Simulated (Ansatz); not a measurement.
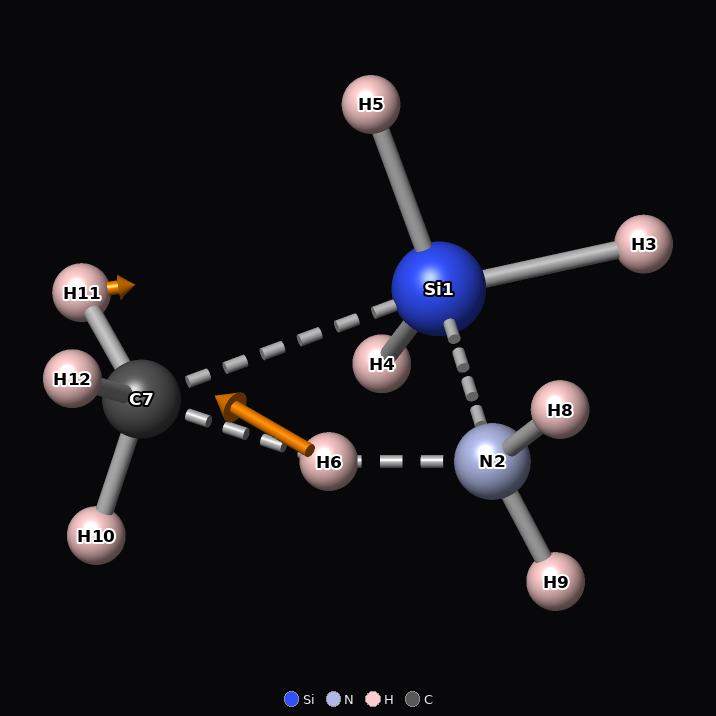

The arrows show one normal mode. Broken sticks mark bonds that form or break. Harmonic vibrations computed with RKS PBE0-D4/def2-TZVP (Ansatz 0.2.0) at a stationary point of the same level. It is a saddle point of order 1.

Question: At what wavenumber does it lie?

Answer: 1177i cm⁻¹; it is mode 1 of 30 counted from the lowest. It is the reaction coordinate: Si1–C7 forms (2.35 Å), N2–H6 forms (1.17 Å), Si1–N2 breaks (1.88 Å), H6–C7 breaks (1.57 Å), or the reverse.
